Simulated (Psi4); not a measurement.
**B2NH3F (SMILES [BH]NBF): UOMP2/6-311+G(d,p) (density fitting for correlation)**

Aim: the vertical electron affinity of B2NH3F at UOMP2/6-311+G** (density fitting for correlation), from 2 runs. 

The results are computed with Psi4 1.11.

1 further run of the same task is left out (set aside as unsound or not needed).

**1. The molecule**

B2NH3F: 7 atoms, total charge 0, spin state doublet. SMILES: `[BH]NBF`. Geometry: relaxed at GFN2-xTB. This is one conformer, not always the lowest.

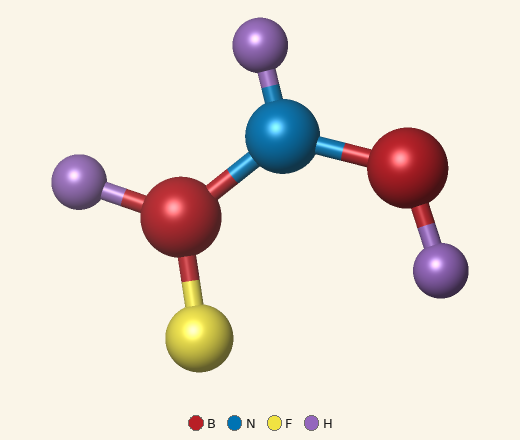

Viewed from a chosen angle; boron red, nitrogen blue, fluorine yellow, hydrogen purple.

**2. A single-point energy at UOMP2/6-311+G(d,p) (density fitting for correlation)**

The input, input.json:

```json
{
 "schema_name": "qcschema_input",
 "schema_version": 1,
 "molecule": {
  "schema_name": "qcschema_molecule",
  "schema_version": 2,
  "symbols": ["B", "N", "B", "F", "H", "H", "H"],
  "geometry": [-2.15009259, 2.06741707, -0.37214377, -0.01617606, 0.96708624, 0.77078149, 1.21343094, -1.30954241, 0.09442961, 0.34884344, -2.65436601, -1.82547544, -3.15786464, 1.1426607, -2.09799284, 0.76819257, 1.87177373, 2.26256909, 2.99368523, -2.08502932, 1.16785075],
  "molecular_charge": 0,
  "molecular_multiplicity": 2,
  "fix_symmetry": "c1"
 },
 "driver": "energy",
 "model": {
  "method": "omp2",
  "basis": "6-311+G**"
 },
 "keywords": {
  "reference": "uhf",
  "puream": true,
  "e_convergence": 1e-09,
  "d_convergence": 1e-08,
  "scf_type": "pk",
  "num_frozen_docc": 4,
  "maxiter": 200
 }
}
```

The run is started by

```sh
$ psi4 --qcschema input.json -n 1 --memory 1600MB
```

stdout:

```text
[...]
  Running in c1 symmetry.
[...]
  Nuclear repulsion =   93.319927877878683
[...]
  Multiplicity = 2
[...]
  Nalpha       = 15
  Nbeta        = 14
[...]
    Number of basis functions: 106
[...]
   @UHF iter   1:  -205.01371679230905   -1.05899e+00   4.90354e-03 DIIS/ADIIS
[...]
   @UHF iter  14:  -205.12945181144130   -7.84439e-12   7.54960e-09 DIIS
[...]
   @S^2 Observed:                7.537164949E-01
[...]
    Orbital Energies [Eh]
    ---------------------
    Alpha Occupied:
       1A    -26.298390     2A    -15.572775     3A     -7.672390
       4A     -7.635334     5A     -1.614451     6A     -1.194631
       7A     -0.794510     8A     -0.756496     9A     -0.717602
      10A     -0.674205    11A     -0.655518    12A     -0.580390
      13A     -0.526794    14A     -0.476238    15A     -0.345678
    Alpha Virtual:
      16A      0.051446    17A      0.058014    18A      0.069155
      19A      0.071587    20A      0.073804    21A      0.092764
      22A      0.099534    23A      0.139307    24A      0.140801
      25A      0.183719    26A      0.207967    27A      0.234144
[...]
  @UHF Final Energy:  -205.12945181144130
   => Energetics <=
    Nuclear Repulsion Energy =             93.3199278778786834
    One-Electron Energy =                -466.2999519857211226
    Two-Electron Energy =                 167.8505722964011397
    Total Energy =                       -205.1294518114412995
  UHF NO Occupations:
  HONO-2 :   13  A 1.9992447
  HONO-1 :   14  A 1.9991565
[...]
 Multipole Moments:
 ------------------------------------------------------------------------------------
     Multipole            Electronic (a.u.)      Nuclear  (a.u.)        Total (a.u.)
 ------------------------------------------------------------------------------------
 L = 1.  Multiply by 2.5417464519 to convert [e a0] to [Debye]
 Dipole X            :         -0.1779289            0.5969746            0.4190457
 Dipole Y            :         -1.1204619            1.3918205            0.2713586
 Dipole Z            :         -1.0796500            1.7016375            0.6219875
 Magnitude           :                                                    0.7975608
[...]
	Warning: cc_lambda option is changed to TRUE
	For this residual convergence, default PCG convergence is:     1.00e-07
[...]
	DF-SCS-MP2 Total Energy (a.u.)     :  -205.65058089923630
	DF-SOS-MP2 Total Energy (a.u.)     :  -205.64537462812157
[...]
	DF-SCS-OMP2 Total Energy (a.u.)    :  -205.65693051913024
	DF-SOS-OMP2 Total Energy (a.u.)    :  -205.61006866993250
	DF-SCS(N)-OMP2 Total Energy (a.u.) :  -205.36800473594838
[...]
	DF-OMP2 Total Energy (a.u.)        :  -205.66907180120580
[...]
```

The result, in JSON:

```text
{
 "driver": "energy",
 "model": {
  "method": "omp2",
  "basis": "6-311+G**"
 },
 "success": true,
 "return_result": -205.6690718012058,
 "properties": {
  "calcinfo_nbasis": 106,
  "calcinfo_nmo": 106,
  "calcinfo_nalpha": 15,
  "calcinfo_nbeta": 14,
  "calcinfo_natom": 7,
  "nuclear_repulsion_energy": 93.31992787787868,
  "return_energy": -205.6690718012058,
  "scf_one_electron_energy": -466.2999519857211,
  "scf_two_electron_energy": 167.85057229640114,
  "scf_dipole_moment": [0.4190457085530619, 0.2713585870753603, 0.6219874806634045],
  "scf_total_energy": -205.1294518114413,
  "scf_iterations": 14,
  "mp2_same_spin_correlation_energy": -0.13467792488582137,
  "mp2_opposite_spin_correlation_energy": -0.3968637051386812,
  "mp2_singles_energy": 0.0,
  "mp2_doubles_energy": -0.5315416300245026,
  "mp2_correlation_energy": -0.531541630024492,
  "mp2_total_energy": -205.6609934414658
 }
}
```

It took 1.8 min on 1 thread of Intel Xeon Platinum 8488C (Sapphire Rapids), shared host; peak memory 0.43 GiB.

**3. The singlet anion**

The input, input.in:

```
memory 1600 mb

molecule {
  -1 1
  B
  N 1 r2
  B 2 r3 1 a3
  F 3 r4 2 a4 1 d4
  H 1 r5 2 a5 3 d5
  H 2 r6 1 a6 5 d6
  H 3 r7 4 a7 2 d7

  r2 = 1.407115
  r3 = 1.415232
  a3 = 127.77225
  r4 = 1.322106
  a4 = 119.5673
  d4 = 0.02612
  r5 = 1.165312
  a5 = 122.02884
  d5 = -0.23399
  r6 = 1.012254
  a6 = 117.94093
  d6 = 179.92984
  r7 = 1.17412
  a7 = 117.47087
  d7 = 179.94987
  symmetry c1
  no_reorient
  no_com
}

set basis 6-311+G**
set reference rhf
set puream true
set e_convergence 1e-09
set d_convergence 1e-08
set scf_type pk
set num_frozen_docc 4

e = energy("omp2")
```

The run is started by

```sh
$ psi4 -n 1 input.in input.out
```

input.out:

```text
[...]
  Running in c1 symmetry.
[...]
  Nuclear repulsion =   93.319938096285640
[...]
  Multiplicity = 1
[...]
  Nalpha       = 15
  Nbeta        = 15
[...]
    Number of basis functions: 106
[...]
   @RHF iter   1:  -204.88177521687703   -9.27048e-01   5.65455e-03 ADIIS/DIIS
[...]
   @RHF iter  14:  -205.07623350402454   -3.68345e-11   6.03387e-09 DIIS
[...]
    Orbital Energies [Eh]
    ---------------------
    Doubly Occupied:
       1A    -26.150834     2A    -15.382660     3A     -7.507678
       4A     -7.385152     5A     -1.467795     6A     -0.999600
       7A     -0.639760     8A     -0.573732     9A     -0.533003
      10A     -0.529441    11A     -0.481099    12A     -0.389085
      13A     -0.330342    14A     -0.286106    15A     -0.001696
[...]
  @RHF Final Energy:  -205.07623350402454
   => Energetics <=
    Nuclear Repulsion Energy =             93.3199380962856395
    One-Electron Energy =                -471.4763816315128224
    Two-Electron Energy =                 173.0802100312026539
    Total Energy =                       -205.0762335040245432
[...]
 Multipole Moments:
 ------------------------------------------------------------------------------------
     Multipole            Electronic (a.u.)      Nuclear  (a.u.)        Total (a.u.)
 ------------------------------------------------------------------------------------
 L = 1.  Multiply by 2.5417464519 to convert [e a0] to [Debye]
 Dipole X            :          0.0054197           -0.0003777            0.0050421
 Dipole Y            :         -4.9092882            2.1878002           -2.7214881
 Dipole Z            :          2.9646241            0.6345383            3.5991624
 Magnitude           :                                                    4.5122603
[...]
	Warning: cc_lambda option is changed to TRUE
	For this residual convergence, default PCG convergence is:     1.00e-07
[...]
	DF-MP2 Total Energy (a.u.)         :  -205.64431090676223
[...]
	DF-MP2 Total Energy (a.u.)         :  -205.65332893004845
[...]
	DF-OMP2 Total Energy (a.u.)        :  -205.65332893007027
[...]
```

Run time: 35 s. Hardware: 1 thread of Intel Xeon Platinum 8488C (Sapphire Rapids), shared host; peak memory 0.43 GiB.

**4. What came out**

At UOMP2/6-311+G** (density fitting for correlation), 4 core orbitals frozen:

| quantity | value |
| --- | --- |
| doublet B2NH3F: total energy | -205.66907 Eh |
| doublet B2NH3F: HOMO energy (Hartree–Fock orbitals) (highest over α and β) | -9.41 eV |
| doublet B2NH3F: LUMO energy (Hartree–Fock orbitals) (lowest over α and β) | 1.28 eV |
| doublet B2NH3F: correlation energy (4 core orbitals frozen) | -539.6 mEh |
| doublet B2NH3F: ⟨S²⟩ of the reference determinant | 0.754 |
| singlet anion: total energy | -205.65333 Eh |
| singlet anion: HOMO energy (Hartree–Fock orbitals) | -0.05 eV |
| singlet anion: LUMO energy (Hartree–Fock orbitals) | 4.30 eV |
| singlet anion: HOMO–LUMO gap (to an unbound level, set by the basis) | 4.35 eV |
| singlet anion: correlation energy (4 core orbitals frozen) | -577.1 mEh |
| vertical electron affinity (to the singlet anion) | -0.428 eV |

What this shows: The anion lies 0.43 eV (9.9 kcal/mol) above the neutral: the electron isn't bound at this level, and such a value depends on the basis.
